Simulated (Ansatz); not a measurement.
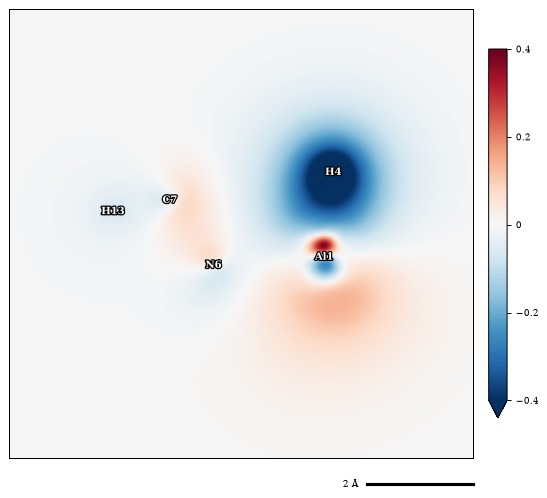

Figure. CH$_{9}$AlN$_{2}$. The HOMO−1 on the plane of atoms Al1, N6 and C7 (values in Å⁻³ᐟ²; the overall sign is arbitrary).

The calculation used RKS B3LYP/def2-SVP in Ansatz.

```yaml
atoms:
  - { symbol: Al, position_ang: [0.0237, 0.4277, 1.2588] }
  - { symbol: N, position_ang: [-1.6628, 1.0959, 1.0781] }
  - { symbol: H, position_ang: [1.1593, 1.5070, 1.6062] }
  - { symbol: H, position_ang: [0.1337, -1.0772, 1.7983] }
  - { symbol: H, position_ang: [-0.4133, 0.4591, -1.1820] }
  - { symbol: N, position_ang: [0.4647, 0.1275, -0.7686] }
  - { symbol: C, position_ang: [0.8030, -1.2273, -1.2440] }
  - { symbol: H, position_ang: [-1.8708, 2.0821, 1.2149] }
  - { symbol: H, position_ang: [-2.4911, 0.5609, 1.3274] }
  - { symbol: H, position_ang: [1.1852, 0.7992, -1.0447] }
  - { symbol: H, position_ang: [1.7276, -1.5638, -0.7551] }
  - { symbol: H, position_ang: [0.0032, -1.9215, -0.9524] }
  - { symbol: H, position_ang: [0.9378, -1.2697, -2.3369] }
```

**Where does this orbital lie, and at what energy?**

Its weight (Hirshfeld) is mainly on Al1 (about 35 %), H3 (about 30 %) and H4 (about 30 %). Its energy is −6.94 eV.
